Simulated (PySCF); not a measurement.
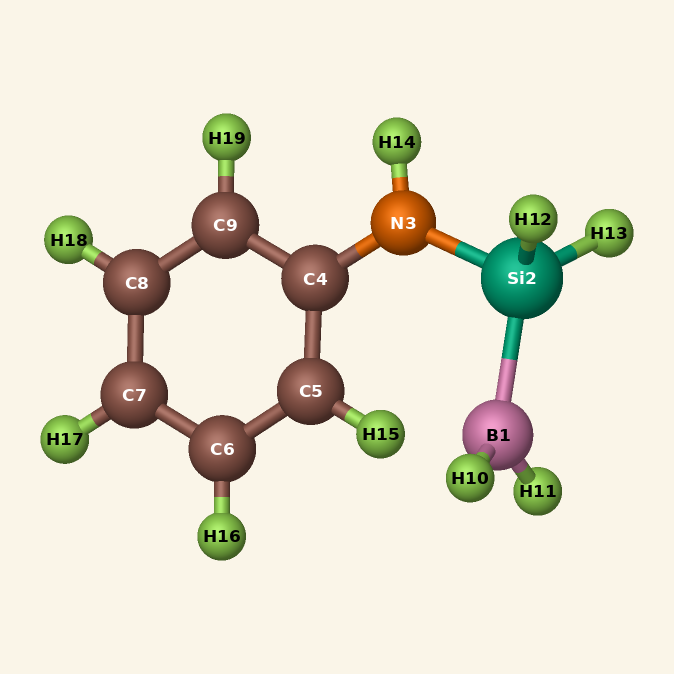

Every bond is drawn as one stick. The geometry was computed by an optimisation with GFN2-xTB. No frequency run is at hand to confirm it as a minimum. Computed with PBE0/pcSseg-1 (PySCF 2.14.0).

List the Mayer bond orders of B1–Si2, Si2–N3, N3–C4, C4–C5, C4–C9, C5–C6, C6–C7, C7–C8, C8–C9 (bonds between heavy atoms, one of each equivalent set). Atoms whose distances differ by more than 0.02 Å in this geometry are listed apart.

```csv
bond,Mayer order,length (Å)
B1–Si2,0.96,1.959
Si2–N3,0.88,1.759
N3–C4,1.12,1.365
C4–C5,1.29,1.394
C4–C9,1.33,1.401
C5–C6,1.51,1.376
C6–C7,1.43,1.387
C7–C8,1.42,1.385
C8–C9,1.49,1.380
```

The geometry is semi-empirical. Around B, Si such bond lengths and angles can be off by a tenth of an ångström or more and by several degrees, and values that hang on the shape move with them.
